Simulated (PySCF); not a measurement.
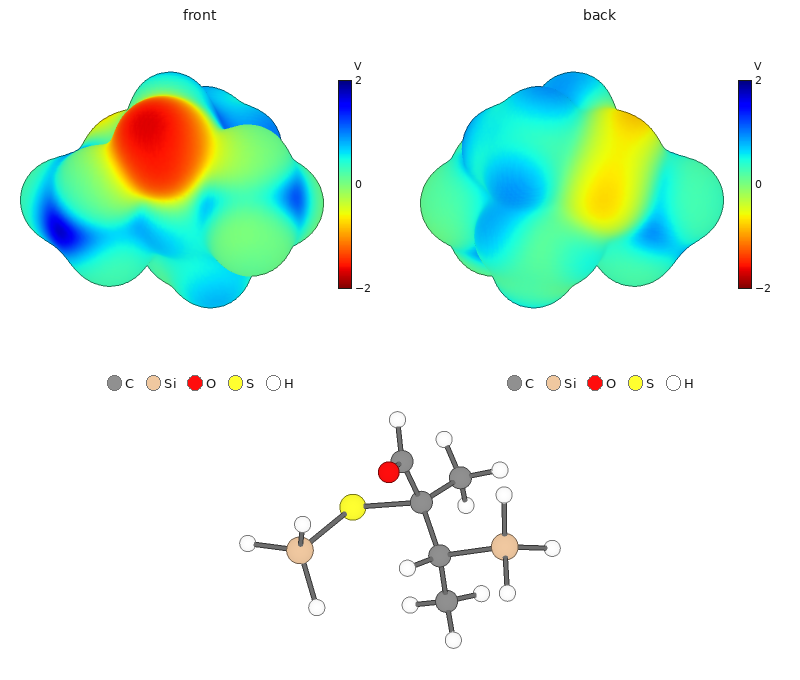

The picture shows: C5H14OSSi2. The electrostatic potential painted on the density surface at 0.002 e/bohr³, seen from the front and from behind; the colour scale runs from red (negative) to blue (positive). The bare structure is drawn below in the same view.

Geometry: GFN2-xTB.

The calculation used PBE0/pcSseg-1, SCF density, gas phase, non-relativistic in PySCF 2.14.0.

```xyz
23

C    -0.9812   -0.7058   -1.5356
C    -0.3990    0.3351   -0.5847
Si   -1.5836    1.8302   -0.3770
C     0.0022   -0.2493    0.7542
C    -1.1292   -0.8661    1.5546
C     0.8559    0.6691    1.5674
O     1.4579    1.6209    1.1343
S     1.3384   -1.5684    0.6128
Si    2.8378   -0.7639   -0.7109
H    -1.9565   -1.0486   -1.1978
H    -0.3247   -1.5726   -1.6152
H    -1.1027   -0.2763   -2.5275
H     0.5180    0.7313   -1.0379
H    -1.2166    2.6400    0.7794
H    -2.9483    1.3208   -0.2051
H    -1.5108    2.6083   -1.6130
H    -1.5738   -1.6929    1.0077
H    -0.7519   -1.2520    2.4998
H    -1.8926   -0.1169    1.7575
H     0.9621    0.3528    2.6216
H     2.2950   -0.7562   -2.0661
H     3.2224    0.5572   -0.2499
H     3.8764   -1.7697   -0.5584
```

Where is the surface potential most negative and most positive?

Answer. The most negative region (about −1.6 V) lies over O7, the most positive (about +1.5 V) over Si9. O7 is the likeliest acceptor of a hydrogen bond.

What dipole moment does the calculation give?

Answer. Its dipole moment is 1.69 D.
